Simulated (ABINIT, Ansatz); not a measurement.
# A GW chain in ABINIT: CaC2 (R-3m), part 2 of 3

Wanted: ground state, empty states, screening and self-energy for CaC2 (R-3m).

ABINIT 10.8.3; PBEsol and many-body steps on it, plane waves. Known limits of the many-body steps: not at the basis limit.

So far. Step 2 (Ground state): The gap is indirect, with the least direct gap 1.30 eV higher.

## (3) Bands along the symmetry lines

Level of this step: DFT, PBEsol, plane waves, norm-conserving pseudopotentials (ABINIT).

The cheap functional maps the bands first; the places of the edges decide which points the dearer methods must see.

File run.abi:

```
acell 3*1.0 Angstrom
rprim 
  1.944397984288 1.122598699617 3.953874776707
  -1.944397984288 1.122598699617 3.953874776707
  -0.000000000000 -2.245197399304 3.953874776686
ntypat 2
znucl 20 6
natom 3
typat 1 2 2
xred 
  0.000000000000 0.000000000000 0.000000000000
  0.552915000000 0.552915000000 0.552915000000
  0.447085000000 0.447085000000 0.447085000000
pp_dirpath "pseudos"
pseudos "Ca.upf, C.upf"
ecut 37
iscf -2
irdden 1
kptopt 0
nkpt 59
kpt 
  0.00000000 0.00000000 0.00000000
  0.06250000 0.06250000 0.06250000
  0.12500000 0.12500000 0.12500000
  0.18750000 0.18750000 0.18750000
  0.25000000 0.25000000 0.25000000
  0.31250000 0.31250000 0.31250000
  0.37500000 0.37500000 0.37500000
  0.43750000 0.43750000 0.43750000
  0.50000000 0.50000000 0.50000000
  0.53494895 0.46505105 0.50000000
  0.56989789 0.43010211 0.50000000
  0.60484684 0.39515317 0.50000000
  0.63979578 0.36020422 0.50000000
  0.67474473 0.32525528 0.50000000
  0.70969367 0.29030633 0.50000000
  0.74464261 0.25535739 0.50000000
  0.77959156 0.22040844 0.50000000
  0.50000000 -0.22040844 0.22040844
  0.50000000 -0.19285739 0.19285739
  0.50000000 -0.16530633 0.16530633
  0.50000000 -0.13775528 0.13775528
  0.50000000 -0.11020422 0.11020422
  0.50000000 -0.08265317 0.08265317
  0.50000000 -0.05510211 0.05510211
  0.50000000 -0.02755105 0.02755105
  0.50000000 0.00000000 0.00000000
  0.43750000 0.00000000 0.00000000
  0.37500000 0.00000000 0.00000000
  0.31250000 0.00000000 0.00000000
  0.25000000 0.00000000 0.00000000
  0.18750000 0.00000000 0.00000000
  0.12500000 0.00000000 0.00000000
  0.06250000 0.00000000 0.00000000
  0.00000000 0.00000000 0.00000000
  0.04502553 -0.04502553 0.00000000
  0.09005106 -0.09005106 0.00000000
  0.13507658 -0.13507658 0.00000000
  0.18010211 -0.18010211 0.00000000
  0.22512764 -0.22512764 0.00000000
  0.27015317 -0.27015317 0.00000000
  0.31517869 -0.31517869 0.00000000
  0.36020422 -0.36020422 -0.00000000
  0.63979578 0.00000000 0.36020422
  0.62232131 0.00000000 0.37767869
  0.60484684 0.00000000 0.39515317
  0.58737236 0.00000000 0.41262764
  0.56989789 0.00000000 0.43010211
  0.55242342 0.00000000 0.44757658
  0.53494895 0.00000000 0.46505105
  0.51747447 0.00000000 0.48252553
  0.50000000 0.00000000 0.50000000
  0.43750000 0.00000000 0.43750000
  0.37500000 0.00000000 0.37500000
  0.31250000 0.00000000 0.31250000
  0.25000000 0.00000000 0.25000000
  0.18750000 0.00000000 0.18750000
  0.12500000 0.00000000 0.12500000
  0.06250000 0.00000000 0.06250000
  0.00000000 0.00000000 0.00000000
istwfk *1
nband 16
nbdbuf 2
tolwfr 1e-08
nstep 40
prtwf 0
prtvol 0
indata_prefix "in"
outdata_prefix "out"
tmpdata_prefix "tmp"
```

Started as:

```console
> OMP_NUM_THREADS=1 mpirun -n 4 abinit run.abi > log
```

Numbers of over 12 decimals in the logs are rounded to 6 here.

Output:

```text
.Version 10.8.3 of ABINIT. v10.8.2 released Aug 2026.

 Symmetries : space group R-3 m (#166); Bravais hR (rhombohedral)
[... echo of the input left out ...]
== DATASET  1 ==================================================================
-   mpi_nproc: 4, omp_nthreads: 1 (-1 if OMP is not activated)

--- !DatasetInfo
iteration_state: {dtset: 1, }
dimensions: {natom: 3, nkpt: 59, mband: 16, nsppol: 1, nspinor: 1, nspden: 1, mpw: 3784, }
cutoff_energies: {ecut:  37.0, pawecutdg:  -1.0, }
electrons: {nelect:   1.80000000E+01, charge:   0.00000000E+00, occopt:   1.00000000E+00, tsmear:   1.00000000E-02, }

 Real(R)+Recip(G) space primitive vectors, cartesian coordinates (Bohr,Bohr^-1):
 R(1)=  3.6743797  2.1214041  7.4717405  G(1)=  0.1360774  0.0785643  0.0446125
 R(2)= -3.6743797  2.1214041  7.4717405  G(2)= -0.1360774  0.0785643  0.0446125
 R(3)=  0.0000000 -4.2428082  7.4717405  G(3)=  0.0000000 -0.1571286  0.0446125
 Unit cell volume ucvol=  3.4944631E+02 bohr^3
 Angles (23,13,12)=  5.06350386E+01  5.06350386E+01  5.06350386E+01 degrees

 getcut: wavevector=  0.0000  0.0000  0.0000  ngfft=  48  48  48
         ecut(hartree)=     37.000   => boxcut(ratio)=   2.04037

--- Pseudopotential description ------------------------------------------------
- Ca Generated using ONCVPSP code by D. R. Hamann
- 20.00000  10.00000  180301                  znucl, zion, pspdat
12 -116133 2 -1 1746                          pspcod,pspxc,lmax,lloc,mmax
     nproj     2     2     2
  pspatm : epsatm=   12.46101000
         --- l  ekb(1:nproj) -->
             0   10.054847    0.973777
             1    2.998958    0.458102
             2   -3.447298   -1.091650
 pspatm: atomic psp has been read  and splines computed

- C Generated using ONCVPSP code by D. R. Hamann
-  6.00000   4.00000  180301                  znucl, zion, pspdat
12 -116133 1 -1 1248                          pspcod,pspxc,lmax,lloc,mmax
     nproj     2     2     0
  pspatm : epsatm=    4.34909242
         --- l  ekb(1:nproj) -->
[...]
pspatm: atomic psp has been read  and splines computed

--------------------------------------------------------------------------------

================================================================================
 prteigrs : about to open file out_EIG
 Non-SCF case, kpt    1 (  0.00000  0.00000  0.00000), residuals and eigenvalues=
  7.25E-09  4.26E-09  3.92E-09  6.84E-09  5.20E-09  6.63E-09  8.40E-09  3.88E-09
  7.02E-09  2.10E-09  8.00E-09  6.52E-09  3.67E-09  8.08E-09  1.53E-06  1.18E-06
 -1.3386E+00 -6.4548E-01 -6.4063E-01 -6.4063E-01 -3.6657E-01 -1.0925E-02
 -8.6988E-03  6.3629E-02  6.3629E-02  2.0688E-01  2.0688E-01  2.4881E-01
  2.9621E-01  2.9621E-01  4.0518E-01  4.6377E-01
 Non-SCF case, kpt    2 (  0.06250  0.06250  0.06250), residuals and eigenvalues=
  4.85E-09  2.95E-09  3.55E-09  5.84E-09  7.15E-09  8.38E-09  7.54E-09  5.19E-09
[...]
2.9703E-01  2.9703E-01  4.0132E-01  4.6626E-01
 Non-SCF case, kpt    3 (  0.12500  0.12500  0.12500), residuals and eigenvalues=
[...]
2.9946E-01  2.9946E-01  3.9125E-01  4.6853E-01
[...]
Non-SCF case, kpt   58 (  0.06250  0.00000  0.06250), residuals and eigenvalues=
[...]
Non-SCF case, kpt   59 (  0.00000  0.00000  0.00000), residuals and eigenvalues=
[...]
-1.3386E+00 -6.4548E-01 -6.4063E-01 -6.4063E-01 -3.6657E-01 -1.0925E-02
 -8.6988E-03  6.3629E-02  6.3629E-02  2.0688E-01  2.0688E-01  2.4881E-01
[...]
--- !ResultsGS
iteration_state: {dtset: 1, }
comment   : Summary of ground state results
lattice_vectors:
- [  3.6743797,   2.1214041,   7.4717405, ]
- [ -3.6743797,   2.1214041,   7.4717405, ]
- [ -0.0000000,  -4.2428082,   7.4717405, ]
lattice_lengths: [   8.59234,    8.59234,    8.59234, ]
lattice_angles: [ 50.635,  50.635,  50.635, ] # degrees, (23, 13, 12)
lattice_volume:   3.4944631E+02
convergence: {deltae:  0.000E+00, res2:  0.000E+00, residm:  9.977E-09, diffor:  0.000E+00, }
etotal    :  -5.06387971E+01
entropy   :   0.00000000E+00
fermie    :   9.40858063E-02
cartesian_stress_tensor: null
pressure_GPa: null
xred      :
- [  0.0000E+00,   0.0000E+00,   0.0000E+00, Ca]
- [  5.5292E-01,   5.5292E-01,   5.5292E-01,  C]
- [  4.4709E-01,   4.4709E-01,   4.4709E-01,  C]
cartesian_forces: null
force_length_stats: {min: null, max: null, mean: null, }

 Integrated electronic density in atomic spheres:
 ------------------------------------------------
 Atom  Sphere_radius  Integrated_density
[...]
================================================================================

 ----iterations are completed or convergence reached----

 Mean square residual over all n,k,spin=   59.388E-10; max=  99.774E-10
 reduced coordinates (array xred) for    3 atoms
[...]
0.552915000000      0.552915000000      0.552915000000
       0.447085000000      0.447085000000      0.447085000000

 cartesian coordinates (angstrom) at end:
[...]
2     -0.000000    -3.87e-11     6.558470
    3      0.000000    -3.13e-11     5.303154
 length scales=  1.889726125908  1.889726125908  1.889726125908 bohr
              =  1.000000000000  1.000000000000  1.000000000000 angstroms
 prteigrs : about to open file out_EIG
 Eigenvalues (hartree) for nkpt=  59  k points:
 kpt#   1, nband= 16, wtk=  1.00000, kpt=  0.0000  0.0000  0.0000 (reduced coord)
[...]
kpt#   2, nband= 16, wtk=  1.00000, kpt=  0.0625  0.0625  0.0625 (reduced coord)
[...]
kpt#   3, nband= 16, wtk=  1.00000, kpt=  0.1250  0.1250  0.1250 (reduced coord)
[...]
kpt#  58, nband= 16, wtk=  1.00000, kpt=  0.0625  0.0000  0.0625 (reduced coord)
[...]
kpt#  59, nband= 16, wtk=  1.00000, kpt=  0.0000  0.0000  0.0000 (reduced coord)
  -1.33865   -0.64548   -0.64063   -0.64063   -0.36657   -0.01092   -0.00870    0.06363
   0.06363    0.20688    0.20688    0.24881    0.29621    0.29621    0.40518    0.46377

== END DATASET(S) ==============================================================
================================================================================

 -outvars: echo values of variables after computation  --------
            nband          16
             nkpt          59
          spgroup         166
 [... the other variables as echoed above ...]

 Calculation completed.
```

Elapsed: 34 s, on 4 MPI ranks of Arm Neoverse N1, shared host; peak memory 0.32 GiB; 2.3 min of CPU time.

Numbers from this step:

```
gap                        : 2.585 eV
k of the valence top       : 0.5, 0.5, 0.5
k of the conduction bottom : 0.5, 0, 0.5
least direct gap           : 3.890 eV
```

The gap is 2.585 eV, as in the run before at this level.

The electronic bands at the labelled points (eV, zero at the top of the highest filled band):

| point | band 6 | band 7 | band 8 | band 9 | band 10 | band 11 | band 12 | band 13 |
| --- | --- | --- | --- | --- | --- | --- | --- | --- |
| Γ | -2.86 | -2.80 | -0.83 | -0.83 | 3.07 | 3.07 | 4.21 | 5.50 |
| T | -5.14 | -1.51 | -1.51 | 0.00 | 5.54 | 5.69 | 5.90 | 5.90 |
| H2 | -3.78 | -2.18 | -2.05 | -0.94 | 3.25 | 4.16 | 5.59 | 6.37 |
| jump to H0 | -3.78 | -2.18 | -2.05 | -0.94 | 3.25 | 4.16 | 5.59 | 6.37 |
| L | -3.93 | -2.79 | -1.55 | -1.18 | 4.93 | 5.07 | 5.11 | 6.21 |
| Γ | -2.86 | -2.80 | -0.83 | -0.83 | 3.07 | 3.07 | 4.21 | 5.50 |
| S0 | -3.70 | -2.19 | -2.06 | -1.11 | 3.25 | 4.28 | 5.67 | 6.38 |
| jump to S2 | -3.70 | -2.19 | -2.06 | -1.11 | 3.25 | 4.28 | 5.67 | 6.38 |
| F | -3.72 | -2.14 | -1.33 | -1.31 | 2.59 | 3.99 | 4.74 | 6.89 |
| Γ | -2.86 | -2.80 | -0.83 | -0.83 | 3.07 | 3.07 | 4.21 | 5.50 |

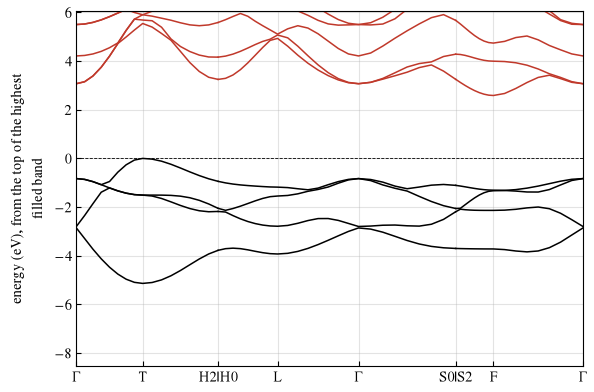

Electronic bands along the path; lines of filled and empty bands in two colours.

## (4) Empty states on the mesh, 4×4×4 mesh, 134 bands

The sums over transitions need many empty states on a uniform mesh; this step solves for them.

File run.abi:

```
acell 3*1.0 Angstrom
rprim 
  1.944397984288 1.122598699617 3.953874776707
  -1.944397984288 1.122598699617 3.953874776707
  -0.000000000000 -2.245197399304 3.953874776686
ntypat 2
znucl 20 6
natom 3
typat 1 2 2
xred 
  0.000000000000 0.000000000000 0.000000000000
  0.552915000000 0.552915000000 0.552915000000
  0.447085000000 0.447085000000 0.447085000000
pp_dirpath "pseudos"
pseudos "Ca.upf, C.upf"
ecut 37
ngkpt 4 4 4
nshiftk 1
shiftk 0 0 0
kptopt 1
chksymbreak 0
irdden 1
istwfk *1
nband 134
prtvol 0
optdriver 6
gwr_task "HDIAGO"
paral_kgb 0
occopt 1
indata_prefix "in"
outdata_prefix "out"
tmpdata_prefix "tmp"
```

Output:

```text
[banner, memory and clock lines left out]
.Version 10.8.3 of ABINIT. v10.8.2 released Aug 2026.

 Symmetries : space group R-3 m (#166); Bravais hR (rhombohedral)
[... echo of the input left out ...]
== DATASET  1 ==================================================================
-   mpi_nproc: 4, omp_nthreads: 1 (-1 if OMP is not activated)

--- !DatasetInfo
iteration_state: {dtset: 1, }
dimensions: {natom: 3, nkpt: 13, mband: 134, nsppol: 1, nspinor: 1, nspden: 1, mpw: 3777, }
cutoff_energies: {ecut:  37.0, pawecutdg:  -1.0, }
electrons: {nelect:   1.80000000E+01, charge:   0.00000000E+00, occopt:   1.00000000E+00, tsmear:   1.00000000E-02, }

.Using double precision arithmetic; gwpc =  8

- Reading GS density from: in_DEN

--- Pseudopotential description ------------------------------------------------
- Ca Generated using ONCVPSP code by D. R. Hamann
- 20.00000  10.00000  180301                  znucl, zion, pspdat
12 -116133 2 -1 1746                          pspcod,pspxc,lmax,lloc,mmax
     nproj     2     2     2
  pspatm : epsatm=   12.46101000
         --- l  ekb(1:nproj) -->
             0   10.054847    0.973777
             1    2.998958    0.458102
             2   -3.447298   -1.091650
 pspatm: atomic psp has been read  and splines computed

- C Generated using ONCVPSP code by D. R. Hamann
-  6.00000   4.00000  180301                  znucl, zion, pspdat
12 -116133 1 -1 1248                          pspcod,pspxc,lmax,lloc,mmax
     nproj     2     2     0
  pspatm : epsatm=    4.34909242
         --- l  ekb(1:nproj) -->
             0    6.468939    0.390031
             1   -4.179695   -0.878453
 pspatm: atomic psp has been read  and splines computed

   3.80865507E+02                                ecore*ucvol(ha*bohr**3)

 Total charge density [el/Bohr^3]
)     Maximum=    7.5755E-01  at reduced coord.    0.0625    0.9167    0.9583
)     Minimum=    2.7575E-03  at reduced coord.    0.2292    0.2292    0.2292
   Integrated=    1.8000E+01

 === KS gaps after direct diagonalization ===
 Indirect band gap semiconductor
 Fundamental gap:     2.585 (eV)
   VBM:     2.560 (eV) at k: [ 5.0000E-01,  5.0000E-01,  5.0000E-01]
   CBM:     5.145 (eV) at k: [ 5.0000E-01,  5.0000E-01,  0.0000E+00]
 Direct gap:         3.890 (eV) at k: [ 5.0000E-01,  5.0000E-01,  0.0000E+00]

== END DATASET(S) ==============================================================

 -outvars: echo values of variables after computation  --------
           etotal      0.0000000000E+00
            nband         134
             nkpt          13
          spgroup         166
 [... the other variables as echoed above ...]

 Calculation completed.
```

The job ended after 3.8 min (4 MPI ranks; peak memory 3.3 GiB).

This step gave:

| Property | Result |
| --- | --- |
| gap | 2.585 eV |
| k of the valence top | 0.5, 0.5, 0.5 |
| k of the conduction bottom | 0.5, 0.5, 0 |
| least direct gap | 3.890 eV |
| k points computed | 13 |
| lowest point of the top converged band, above the valence top | 90.2000 eV |

On this mesh the gap is 2.585 eV.

## (5) Screening, 4×4×4 mesh, 126 bands, screening to 176.9 eV

The RPA dielectric matrix is built and inverted for each q.

This step: RPA screening on PBEsol, plane waves, norm-conserving pseudopotentials.

Changes to run.abi since step 4:

```diff
@@ -21,10 +21,11 @@
 chksymbreak 0
-irdden 1
 istwfk *1
-nband 134
-prtvol 0
-optdriver 6
-gwr_task "HDIAGO"
-paral_kgb 0
 occopt 1
+irdwfk 1
+optdriver 3
+nband 126
+ecuteps 6.5
+inclvkb 2
+awtr 1
+symchi 1
 indata_prefix "in"
```

Output:

```text
.Version 10.8.3 of ABINIT. v10.8.2 released Aug 2026.

 Symmetries : space group R-3 m (#166); Bravais hR (rhombohedral)
[... echo of the input left out ...]
== DATASET  1 ==================================================================
-   mpi_nproc: 4, omp_nthreads: 1 (-1 if OMP is not activated)

--- !DatasetInfo
iteration_state: {dtset: 1, }
dimensions: {natom: 3, nkpt: 13, mband: 126, nsppol: 1, nspinor: 1, nspden: 1, mpw: 3777, }
cutoff_energies: {ecut:  37.0, pawecutdg:  -1.0, }
electrons: {nelect:   1.80000000E+01, charge:   0.00000000E+00, occopt:   1.00000000E+00, tsmear:   1.00000000E-02, }

 SCREENING: Calculation of the susceptibility and dielectric matrices

 Based on a program developped by R.W. Godby, V. Olevano, G. Onida, and L. Reining.
 Incorporated in ABINIT by V. Olevano, G.-M. Rignanese, and M. Torrent.
.Using double precision arithmetic ; gwpc =  8

[... cell and pseudopotentials left out ...]
--------------------------------------------------------------------------------

 ==== K-mesh for the wavefunctions ====
 Number of points in the irreducible wedge :    13
[... list of points left out ...]
 Together with 12 symmetry operations and time-reversal symmetry
 yields    64 points in the full Brillouin Zone.

 ==== Q-mesh for the screening function ====
 Number of points in the irreducible wedge :    13
[... list of points left out ...]
 Together with 12 symmetry operations and time-reversal symmetry
 yields    64 points in the full Brillouin Zone.

 setmesh: FFT mesh size selected  =    36x   36x   36
          total number of points  =        46656

 vcoul_init : cutoff-mode = AUXILIARY_FUNCTION
 q-points for optical limit:   1
     1)      0.000010    0.000020    0.000030

- screening: taking advantage of time-reversal symmetry
- Maximum band index for partially occupied states nbvw = 9
- Remaining bands to be divided among processors   nbcw = 117
- Number of bands treated by each node ~29

 Number of electrons calculated from density =   18.0000; Expected =   18.0000
 average of density, n =  0.051510
 r_s =    1.6673
 omega_plasma =   21.8928 [eV]

 calculating chi0 at frequencies [eV] :
  1    0.000000E+00    0.000000E+00
  2    0.000000E+00    2.189282E+01

--------------------------------------------------------------------------------
  q-point number  1        q = ( 0.000000, 0.000000, 0.000000) [r.l.u.]
--------------------------------------------------------------------------------
[... chi0 elements left out ...]
 For q-point:  0.000010 0.000020 0.000030
  dielectric constant =   3.7977
  dielectric constant without local fields =   4.7114

  Average fulfillment of the sum rule on Im[epsilon] for q-point    1 :     76.21  [%]
[... wings left out ...]
  q-point number  2        q = ( 0.250000, 0.000000, 0.000000) [r.l.u.]
--------------------------------------------------------------------------------
[... chi0 elements left out ...]
  Average fulfillment of the sum rule on Im[epsilon] for q-point    2 :     82.27  [%]

 [... 11 further q-points ...]
```

Elapsed: 3.2 min, on 4 MPI ranks; peak memory 1.9 GiB; 13 min of CPU time.

Numbers from this step:

```
ε∞ with local fields, on this mesh, along the program's q direction : 3.798
the same without local fields                                       : 4.711
plasma frequency                                                    : 21.89 eV
plane waves in the screening matrix                                 : 285
```

Local fields lower ε∞ by 19 %.

[end of part 2 of 3]

[Paths, hosts, dates, memory and timing lines, banners, echoed tables and standing remarks are left out of the program output.]

[Logs are printed without paths, hosts, clocks, repeated set-up lines and the standing remarks that a program may print on its own settings, such as how far it seeks lower states.]

[Runs of the session that timed out or met a known fault of the program may be left out.]

[Hosts, paths, dates, database ids (printed as entryN), source tags and the programs' standing remarks are cut or masked in the printed files.]

[G0W0 gaps are taken among the corrected bands and points alone; a level outside them can change the order at an edge.]

[Where Ansatz stands beside ABINIT at settings called matched, ABINIT's density can come from a denser mesh and the files from another edition; pairs whose starting gaps differed by over 0.03 eV were left out, so agreement reads better than it is.]
